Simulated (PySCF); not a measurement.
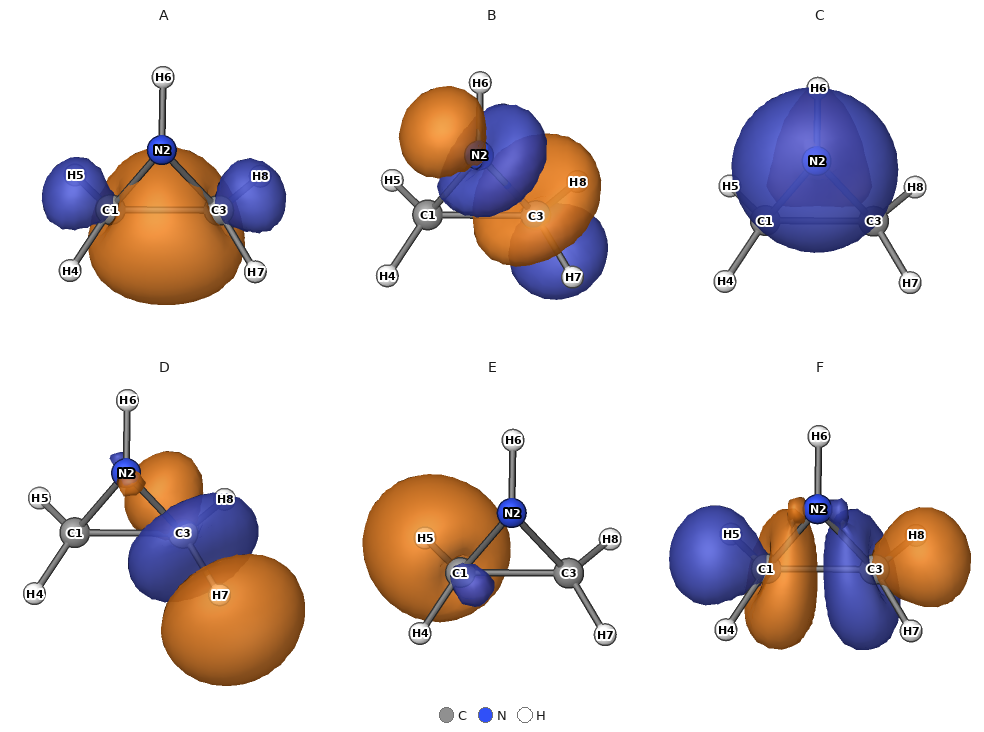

*C2H5N, SMILES `C1NC1`. Intrinsic bond orbitals (IBO), occupied and valence-virtual; each surface holds about 85 % of the orbital's density. Energies are diagonal elements of the Fock matrix.*

PySCF calculation, B3LYP/def2-TZVP, gas phase; geometry: GFN2-xTB. No frequency check shows the geometry to be a minimum.

What does each orbital represent in a Lewis picture?

By panel:
- A: σ bond C1–C3 (C1 50 %, C3 50 %; −13.2 eV)
- B: σ* orbital C3–N2 (C3 57 %, N2 43 %; 8.4 eV)
- C: lone pair on N2 (sp2-type) (N2 98 %; −9.0 eV)
- D: σ* orbital H7–C3 (H7 57 %, C3 42 %; 9.8 eV)
- E: σ bond C1–H5 (C1 57 %, H5 42 %; −13.7 eV)
- F: σ* orbital C3–C1 (C3 49 %, C1 49 %; 8.4 eV)
